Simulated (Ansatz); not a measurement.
# C2H3Ge (SMILES C=[C]=[GeH-]) (charge −1): what the fields show

The calculation's input:

```
crystal:
  periodic: [false, false, false]
  atoms:
    - {symbol: C, position_ang: [1.017075, 0.035938, 0.353852]}
    - {symbol: C, position_ang: [-0.077051, 0.419498, -0.295160]}
    - {symbol: Ge, position_ang: [-1.647256, 1.051734, -0.988591]}
    - {symbol: H, position_ang: [-1.409329, 0.414198, -2.462675]}
    - {symbol: H, position_ang: [1.085928, -0.919236, 0.906486]}
    - {symbol: H, position_ang: [1.946623, 0.634319, 0.373648]}
basis:
  gaussian: {orbitals: def2-TZVPD}
total_charge: -1
hamiltonian: {xc: {name: PBE0}}
output: {forces: true, orbitals: {seedname: orbitals}}
```

Run with:

```sh
ansatz run input.yaml --threads 1 --pin off --max-ram 2610MiB --events-out events.jsonl --progress --plain --runs-dir runs
```

Geometry: B3LYP-D3(BJ)/def2-SVPD.

All numbers below come from Ansatz 0.2.0, isolated molecule in a Gaussian basis; Kohn-Sham density functional theory, functional PBE0.

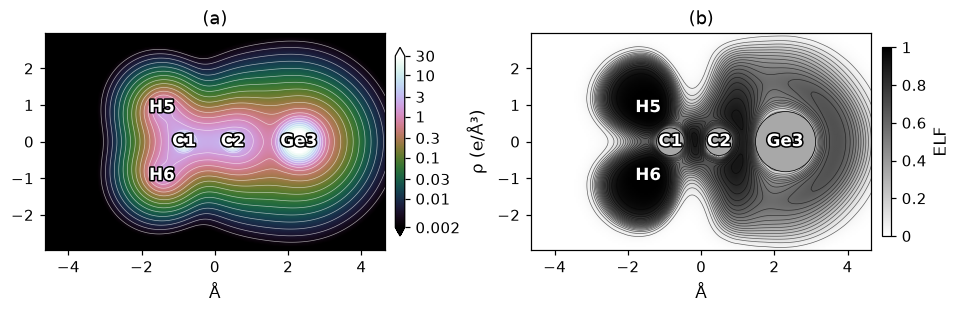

Figure 1. (a) electron density; (b) ELF on the plane of atoms H5, C1 and H6. Grey discs cover the atomic cores in the ELF map.

What do the fields say about this system?

Answer.
- The section cuts through C, Ge and H sites.
- C–C (1.33 Å): ρ at the midpoint is about 2.3 e/Å³; the ELF peaks at about 0.90 between the atoms (a multiple bond).
- C–Ge (1.83 Å): the density is about 0.96 e/Å³ at the midpoint; the ELF peaks at about 0.90 in the valence shell of C, 0.7 Å from its nucleus, and is about 0.45 at the midpoint.
- C–H (1.11 Å): the density is about 1.9 e/Å³ at the midpoint; the ELF climbs to about 1 towards the hydrogen, as it does in any bond to H; a covalent bond by its length.

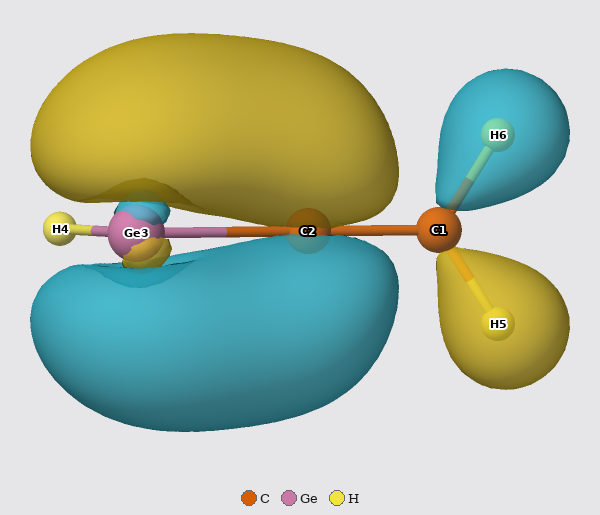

Figure 2. The HOMO at ±0.1 Å⁻³ᐟ² (yellow and cyan are the two phases), seen across its widest extent.

What is the character of this orbital?

Answer. By Hirshfeld shares it lies mainly on Ge3 (about 40 %), C2 (about 40 %) and C1 (about 5 %); π-bonding across Ge3–C2. Its energy is −0.29 eV.

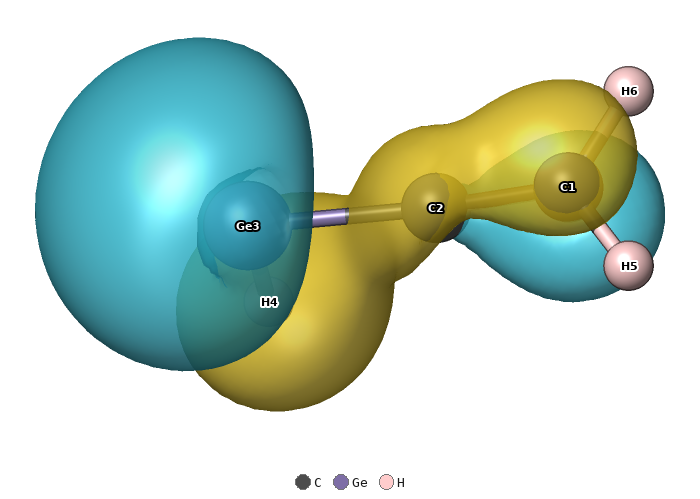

Figure 3. The HOMO−1 at ±0.1 Å⁻³ᐟ² (yellow and cyan are the two phases), seen at a tilt.

Where does this orbital lie, and at what energy?

Answer. Its weight (Hirshfeld) is mainly on Ge3 (about 60 %), H4 (about 15 %), C1 (about 15 %) and C2 (about 10 %). Its energy is −0.90 eV.
